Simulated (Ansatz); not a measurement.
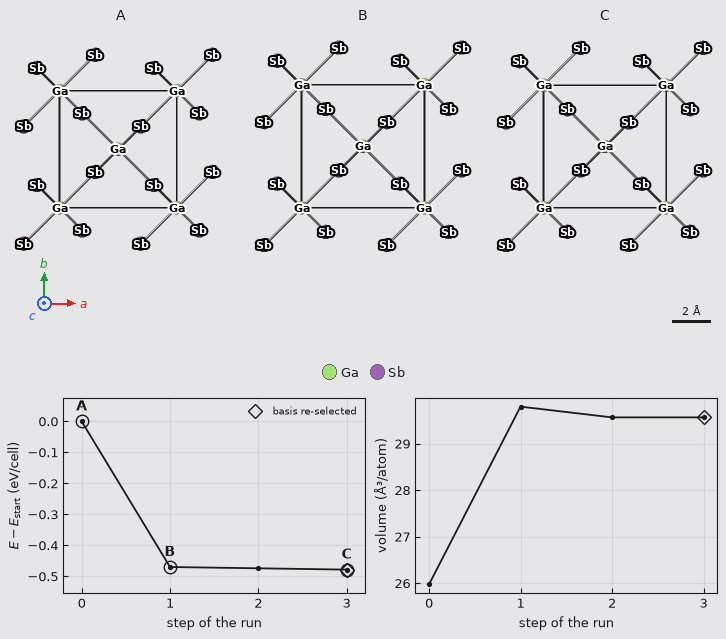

Frames of a relaxation of crystalline GaSb₂ (built on the rutile_136 type) (coarse preliminary run), marked on the history of the run. A ball-and-stick model of the cell of the calculation, seen along the c axis.

Case: rutile type (P4_2/mnm, No. 136).

The calculation used Ansatz, DFT PBE, scalar-relativistic, plane waves, PAW.

Input file:
```yaml
crystal:
  lattice:
    - [6.231428276, 0.0, 0.0]
    - [0.0, 6.231428276, 0.0]
    - [0.0, 0.0, 4.0136691922]
  atoms:
    - { symbol: Ga, position: [0.0, 0.0, 0.0] }
    - { symbol: Ga, position: [0.5, 0.5, 0.5] }
    - { symbol: Sb, position: [0.306, 0.306, 0.0] }
    - { symbol: Sb, position: [0.194, 0.806, 0.5] }
    - { symbol: Sb, position: [0.694, 0.694, 0.0] }
    - { symbol: Sb, position: [0.806, 0.194, 0.5] }
basis:
  ecutwfc: 420
kpoints:
  mp_grid: { grid: [4, 4, 4] }
hamiltonian:
  xc: pbe
scf:
  occupations: { method: gaussian, width: 0.1 }
  lower_state_search: "off"
output:
  forces: true
  stress: true
  eigenvalues: true
relax:
  adjacent_minimum: "off"
  f_tol: 0.04
  max_steps: 70
  cell: { stress_tol: 0.4 }
```

Launched with:
```bash
ansatz run input.yaml --threads 1 --pin off --max-ram 2560MiB --backend cpu --events-out ev --progress --plain --runs-dir out
```

Q: What happens along the run?

A: The largest moves relative to the cell, 0.017 Å, are those of Sb3, Sb4, Sb5 and Sb6. Sb3 goes along [−1 −1 0]. Ga stays in place. Cell: a = b 6.231 → 6.522 Å (+4.7 %), c 4.014 → 4.171 Å (+3.9 %). Volume +13.8 %. Some distances before and after: Ga1–Sb4 2.636 → 2.759 Å, Ga1–Sb3 2.697 → 2.805 Å. The space group stays P4_2/mnm (No. 136). After 2 accepted moves (3 points after the start) the energy has fallen by 0.478 eV per cell of the calculation. The largest force component goes from 0.24 to 0.023 eV/Å. The pressure goes from 8.04 to −0.10 GPa. At 1 point the geometry stayed and the basis and grid were re-selected for the new cell (energy shift of 4.3 meV per cell of the calculation at most each time). Cost: 23 s on 1 thread of Intel(R) Xeon(R) 6975P-C (Granite Rapids), with other jobs on the host, peak memory 0.54 GiB. From step 0 to 1: Sb atoms move most (0.02 Å), volume +14.7 %, energy −0.470 eV per cell of the calculation. From step 1 to 3: volume −0.8 %, energy −8.5 meV per cell of the calculation.

| step | E − E(0), meV/atom | largest force component, eV/Å | pressure, GPa | volume, Å³/atom | note |
| --- | --- | --- | --- | --- | --- |
| 0 | 0.00 | 0.2404 | 8.04 | 25.976 |  |
| 1 | -78.26 | 0.0522 | -0.49 | 29.798 |  |
| 2 | -78.95 | 0.0226 | -0.09 | 29.567 |  |
| 3 | -79.67 | 0.0227 | -0.10 | 29.567 | same geometry, new basis |

Limits of the set-up: the k-point mesh is coarse for a cell with partly filled bands.
